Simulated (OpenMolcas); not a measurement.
# BLYP/6-31G run of C5H12S (tert-butyl methyl sulfide)

Aim: the vertical singlet–triplet gap of C5H12S (tert-butyl methyl sulfide) at BLYP/6-31G, from 2 runs. 

The calculation is run with OpenMolcas 26.06.

## 1. Starting point

C5H12S has 18 atoms, charge 0, and is taken as a singlet. SMILES: `CSC(C)(C)C`. The shape is that of a GFN2-xTB optimisation. This is one conformer, not always the lowest.

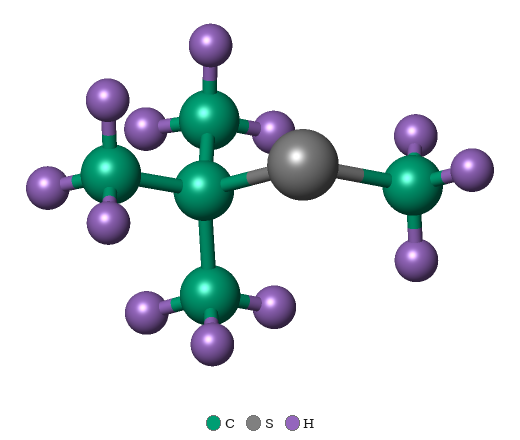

Viewed from a chosen angle; carbon teal, sulfur grey, hydrogen purple.

## 2. The energy at BLYP/6-31G

File input.xyz:

```xyz
18

C     -1.440350    -1.568720    -1.192570
S     -1.300940     0.230350    -1.002240
C      0.151920     0.442580     0.138720
C      1.404640    -0.139350    -0.501690
C      0.289850     1.953220     0.300220
C     -0.143050    -0.210860     1.481510
H     -0.543520    -1.970560    -1.654090
H     -1.629710    -2.037270    -0.231700
H     -2.290370    -1.726650    -1.848870
H      1.340750    -1.222350    -0.581620
H      1.551430     0.277110    -1.495780
H      2.274000     0.102320     0.107670
H      0.461390     2.423050    -0.665300
H      1.125910     2.185300     0.957070
H     -0.618370     2.372570     0.726720
H     -1.083380     0.158770     1.884840
H      0.652780     0.023790     2.186720
H     -0.202990    -1.293280     1.390400
```

File job.input:

```
* C5H12S Kohn-Sham DFT

&GATEWAY
 BasLib
 $CurrDir
 Coord
 input.xyz
 Basis
 6-31G
 Group
 NoSym

&SEWARD

&SCF
 KSDFT
 BLYP
 PrOrbitals
 0
```

The basis set 6-31G is read from a file made from the Basis Set Exchange's data (not shown).

Command:

```console
$ export MOLCAS_MEM=1860
$ pymolcas job.input > job.log
```

Log:

```text
--- Start Module: gateway ---
[...]
--- Stop Module: gateway /rc=_RC_ALL_IS_WELL_ ---
--- Start Module: seward ---
[...]
      Basis functions           82
--- Stop Module: seward /rc=_RC_ALL_IS_WELL_ ---
[...]
--- Start Module: scf ---
[...]
       Convergence after  11 Iterations
[...]
::    Total KS-DFT energy                            -595.7150705670
[...]
      Total spin, S                                     0.0000000000
[...]
      Total electronic charge=   58.000000
      Total            charge=   -0.000000
[...]
      Dipole Moment (debye):
      Origin of the operator (angstrom)=   -0.3593    0.1189   -0.2743
                   X=  1.1796E+00               Y= -1.1274E+00               Z=  8.6555E-01           Total=  1.8470E+00
      Quadrupole Moment (debye*angstrom):
[...]
--- Stop Module: scf /rc=_RC_ALL_IS_WELL_ ---
[...]
```

Run time: 13 s. Hardware: 1 thread of Arm Neoverse V1, shared host; peak memory 0.45 GiB.

## 3. The triplet, same level

input.xyz is that of step 2.

File job.inp:

```
* C5H12S Kohn-Sham DFT

&GATEWAY
 BASLIB
 $CurrDir
 COORD
 input.xyz
 BASIS
 6-31G
 GROUP
 NoSym

&SEWARD

&SCF
 UHF
 SPIN
 3
 KSDFT
 BLYP
 PRORBITALS
 0
```

The basis set 6-31G is read from a file made from the Basis Set Exchange's data (not shown).

Command:

```console
$ export MOLCAS_MEM=1860
$ pymolcas job.inp > job.log
```

Log:

```text
--- Start Module: gateway ---
[...]
--- Stop Module: gateway /rc=_RC_ALL_IS_WELL_ ---
--- Start Module: seward ---
[...]
      Basis functions           82
--- Stop Module: seward /rc=_RC_ALL_IS_WELL_ ---
[...]
--- Start Module: scf ---
[...]
       Convergence after  28 Iterations
[...]
::    Total KS-DFT energy                            -595.5079447579
[...]
      Total spin, S                                     1.0004077212
[...]
      Total electronic charge=   58.000000
      Total            charge=   -0.000000
[...]
      Dipole Moment (debye):
      Origin of the operator (angstrom)=   -0.3593    0.1189   -0.2743
                   X=  9.1098E-01               Y= -1.3660E+00               Z=  6.4521E-01           Total=  1.7641E+00
      Quadrupole Moment (debye*angstrom):
[...]
--- Stop Module: scf /rc=_RC_ALL_IS_WELL_ ---
[...]
```

Run time: 38 s. Hardware: 1 thread of Arm Neoverse V1, shared host; peak memory 0.45 GiB.

## 4. Outcome

At BLYP/6-31G:

| quantity | value |
| --- | --- |
| singlet: total energy | -595.71507 Eh |
| singlet: dipole moment | 1.85 D |
| singlet: HOMO energy | -4.60 eV |
| singlet: LUMO energy | 1.05 eV |
| singlet: HOMO–LUMO gap | 5.65 eV |
| triplet: total energy | -595.50794 Eh |
| triplet: dipole moment | 1.76 D |
| triplet: HOMO energy (highest over α and β) | 0.43 eV |
| triplet: ⟨S²⟩ | 2.001 |
| vertical energy of the triplet above the singlet | 5.636 eV |

**Reading.** At this shape the triplet lies 5.64 eV (544 kJ/mol) above the singlet.
